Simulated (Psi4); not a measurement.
# CAM-B3LYP/6-31G(d) (spherical functions) run of Si5H12 (SMILES [SiH3][Si]([SiH3])([SiH3])[SiH3])

Aim: the vertical ionisation energy of Si5H12 at CAM-B3LYP/6-31G* (spherical functions), from 2 runs. 

The results are computed with Psi4 1.11.

4 further runs of the same task are left out: 3 that didn't finish, 1 set aside as unsound or not needed.

### Step 1. The molecule

Si5H12 has 17 atoms, charge 0, and is taken as a singlet. SMILES: `[SiH3][Si]([SiH3])([SiH3])[SiH3]`. Geometry: relaxed at PBE0-D4/def2-TZVP.

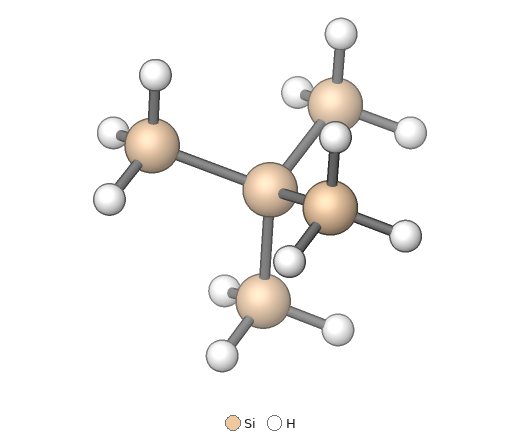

Viewed from a chosen angle; silicon light orange, hydrogen white.

### Step 2. Energy and gradient at CAM-B3LYP/6-31G(d) (spherical functions)

The input, h12si5.dat:

```
memory 1.6 GB

molecule system {
  0 1
  Si    -0.373100     1.166600    -1.986100
  Si    -0.001900    -0.001100     0.002500
  Si     2.215500     0.293800     0.674300
  Si    -0.416100    -2.274200    -0.339800
  Si    -1.431100     0.812800     1.661200
  H     -0.119200     2.618800    -1.784800
  H      0.535400     0.667300    -3.053500
  H     -1.780200     0.986300    -2.434900
  H      2.471100    -0.440400     1.942900
  H      2.498300     1.738000     0.893800
  H      3.142700    -0.220400    -0.369500
  H     -0.165900    -3.037900     0.912300
  H      0.474100    -2.804800    -1.407600
  H     -1.830700    -2.482700    -0.751100
  H     -2.850200     0.623200     1.256500
  H     -1.199600     0.090200     2.941100
  H     -1.188300     2.264000     1.882700
  units angstrom
  symmetry c1
}

set {
  puream               true
  e_convergence        1e-09
  d_convergence        1e-08
  scf_type             pk
  dft_radial_points    99
  dft_spherical_points 590
}

E, wfn = gradient('cam-b3lyp/6-31G*', return_wfn=True)
```

Run with:

```bash
$ psi4 h12si5.dat h12si5.out -n 1
```

h12si5.out:

```text
[...]
  Running in c1 symmetry.
[...]
  Nuclear repulsion =  497.685304239459981
[...]
  Multiplicity = 1
[...]
  Nalpha       = 41
  Nbeta        = 41
[...]
    Number of basis functions: 114
[...]
   @RKS iter   1: -1454.51406926918071   -9.10605e-01   2.20225e-03 ADIIS/DIIS
[...]
   @RKS iter   9: -1454.57436688017356   -1.02318e-11   7.23873e-09 DIIS
[...]
  @RKS Final Energy: -1454.57436688017356
   => Energetics <=
    Nuclear Repulsion Energy =            497.6853042394599811
    One-Electron Energy =               -3006.2685326135288051
    Two-Electron Energy =                1136.4481506360173171
    DFT Exchange-Correlation Energy =     -82.4392891421221776
    Empirical Dispersion Energy =           0.0000000000000000
    VV10 Nonlocal Energy =                  0.0000000000000000
    Total Energy =                      -1454.5743668801735566
[...]
 Multipole Moments:
 ------------------------------------------------------------------------------------
     Multipole            Electronic (a.u.)      Nuclear  (a.u.)        Total (a.u.)
 ------------------------------------------------------------------------------------
 L = 1.  Multiply by 2.5417464519 to convert [e a0] to [Debye]
 Dipole X            :         -0.0036114            0.0030865           -0.0005249
 Dipole Y            :         -0.0068535            0.0057247           -0.0011288
 Dipole Z            :          0.0012712           -0.0009828            0.0002883
 Magnitude           :                                                    0.0012779
[...]
  -Total Gradient:
     Atom            X                  Y                   Z
    ------   -----------------  -----------------  -----------------
       1        0.000178364510    -0.000594327290     0.001037710112
       2       -0.000009788928    -0.000004676247    -0.000010084057
       3       -0.001123376416    -0.000190431763    -0.000348999752
       4        0.000218560575     0.001151557993     0.000218966647
       5        0.000707773474    -0.000412478404    -0.000850856011
       6        0.000255099568     0.000599136990     0.000630972591
       7        0.000667453461    -0.000604763693    -0.000168170716
       8       -0.000768654348    -0.000406942582     0.000223118710
       9       -0.000411597498    -0.000521513430     0.000601927653
      10       -0.000413052094     0.000815241259    -0.000042034535
      11       -0.000014386193    -0.000381067532    -0.000797337652
      12        0.000265324047     0.000114355317     0.000826093275
[...]
```

Run time: 1.9 min. Hardware: 1 thread of AMD EPYC 7R13 (Zen 3), shared host; peak memory 0.88 GiB.

### Step 3. The doublet cation: a single-point energy at UCAM-B3LYP/6-31G(d) (spherical functions)

The input, input.json:

```json
{
  "schema_name": "qcschema_input",
  "schema_version": 1,
  "molecule": {
    "schema_name": "qcschema_molecule",
    "schema_version": 2,
    "symbols": ["Si", "Si", "Si", "Si", "Si", "H", "H", "H", "H", "H", "H", "H", "H", "H", "H", "H", "H"],
    "geometry": [-0.70505682, 2.2045545, -3.75318506, -0.00359048, -0.0020787, 0.00472432, 4.18668823, 0.55520154, 1.27424233, -0.78631504, -4.29761515, -0.64212894, -2.70438706, 1.53596939, 3.13921304, -0.22525535, 4.94881478, -3.37278319, 1.01175937, 1.26101424, -5.77027872, -3.36409045, 1.86383688, -4.60129414, 4.66970223, -0.83223539, 3.67154889, 4.72110278, 3.284344, 1.68903721, 5.93884229, -0.41649564, -0.6982538, -0.31350556, -5.74079899, 1.72399714, 0.89591916, -5.30030383, -2.65997849, -3.45952162, -4.69162305, -1.41937329, -5.3860974, 1.17767732, 2.37444088, -2.26691546, 0.1704533, 5.55787351, -2.24556155, 4.27833995, 3.55778737],
    "molecular_charge": 1,
    "molecular_multiplicity": 2,
    "fix_symmetry": "c1",
    "fix_com": true,
    "fix_orientation": true
  },
  "driver": "energy",
  "model": {
    "method": "cam-b3lyp",
    "basis": "6-31G*"
  },
  "keywords": {
    "reference": "uks",
    "puream": true,
    "e_convergence": 1e-09,
    "d_convergence": 1e-08,
    "scf_type": "pk",
    "dft_radial_points": 99,
    "dft_spherical_points": 590,
    "maxiter": 100
  }
}
```

Run with:

```bash
$ psi4 --qcschema input.json -n 1 --memory 1600MB
```

stdout:

```text
[...]
  Running in c1 symmetry.
[...]
  Nuclear repulsion =  497.685304298915355
[...]
  Multiplicity = 2
[...]
  Nalpha       = 41
  Nbeta        = 40
[...]
    Number of basis functions: 114
[...]
   @UKS iter   1: -1454.18626311234993   -5.82799e-01   1.48134e-03 DIIS/ADIIS
[...]
   @UKS iter  29: -1454.21938065212839   -4.20414e-10   7.00241e-09 DIIS
[...]
   @S^2 Observed:                7.580832531E-01
[...]
    Orbital Energies [Eh]
    ---------------------
    Alpha Occupied:
       1A    -66.381448     2A    -66.359287     3A    -66.359100
       4A    -66.358965     5A    -66.358774     6A     -5.550399
       7A     -5.527302     8A     -5.527113     9A     -5.526981
      10A     -5.526791    11A     -3.913293    12A     -3.905883
      13A     -3.905883    14A     -3.887482    15A     -3.887279
      16A     -3.887138    17A     -3.886935    18A     -3.883884
      19A     -3.883867    20A     -3.883700    21A     -3.883684
      22A     -3.883573    23A     -3.883558    24A     -3.883388
      25A     -3.883375    26A     -0.869009    27A     -0.787605
      28A     -0.785483    29A     -0.785443    30A     -0.692816
      31A     -0.595327    32A     -0.595270    33A     -0.593143
      34A     -0.581630    35A     -0.576906    36A     -0.572958
[...]
  @UKS Final Energy: -1454.21938065212839
   => Energetics <=
    Nuclear Repulsion Energy =            497.6853042989153550
    One-Electron Energy =               -2991.7959924225933719
    Two-Electron Energy =                1122.1463598999971509
    DFT Exchange-Correlation Energy =     -82.2550524284475983
    Empirical Dispersion Energy =           0.0000000000000000
    VV10 Nonlocal Energy =                  0.0000000000000000
    Total Energy =                      -1454.2193806521283932
[...]
 Multipole Moments:
 ------------------------------------------------------------------------------------
     Multipole            Electronic (a.u.)      Nuclear  (a.u.)        Total (a.u.)
 ------------------------------------------------------------------------------------
 L = 1.  Multiply by 2.5417464519 to convert [e a0] to [Debye]
 Dipole X            :          0.2008666           -0.2008779           -0.0000114
 Dipole Y            :          0.0508806           -0.0525343           -0.0016537
 Dipole Z            :         -0.3642737            0.3728430            0.0085693
 Magnitude           :                                                    0.0087274
[...]
```

The result, in JSON:

```text
{
 "driver": "energy",
 "model": {
  "method": "cam-b3lyp",
  "basis": "6-31G*"
 },
 "success": true,
 "return_result": -1454.2193806521284,
 "properties": {
  "calcinfo_nbasis": 114,
  "calcinfo_nmo": 114,
  "calcinfo_nalpha": 41,
  "calcinfo_nbeta": 40,
  "calcinfo_natom": 17,
  "nuclear_repulsion_energy": 497.68530429891536,
  "return_energy": -1454.2193806521284,
  "scf_one_electron_energy": -2991.7959924225934,
  "scf_two_electron_energy": 1122.1463598999972,
  "scf_xc_energy": -82.2550524284476,
  "scf_dipole_moment": [-1.1387751248648215e-05, -0.0016536983392193005, 0.008569331740265418],
  "scf_total_energy": -1454.2193806521284,
  "scf_iterations": 29
 }
}
```

Wall time 3.8 min (1 thread of AMD EPYC 7R13 (Zen 3), shared host); peak memory 0.89 GiB.

### Step 4. Results

At CAM-B3LYP/6-31G* (spherical functions):

| quantity | value |
| --- | --- |
| singlet Si5H12: total energy | -1454.57437 Eh |
| singlet Si5H12: dipole moment | 0.00 D |
| singlet Si5H12: HOMO energy | -9.13 eV |
| singlet Si5H12: LUMO energy | 1.14 eV |
| singlet Si5H12: HOMO–LUMO gap | 10.28 eV |
| singlet Si5H12: largest force on an atom | 0.062 eV/Å |
| doublet cation: total energy | -1454.21938 Eh |
| doublet cation: HOMO energy (highest over α and β) | -13.76 eV |
| doublet cation: LUMO energy (lowest over α and β) | -10.18 eV |
| doublet cation: ⟨S²⟩ | 0.758 |
| vertical ionisation energy (to the doublet cation) | 9.660 eV |

In words: The vertical ionisation energy comes to 9.66 eV (223 kcal/mol). The negative HOMO energy of the first species, 9.13 eV, lies 0.53 eV below that difference.
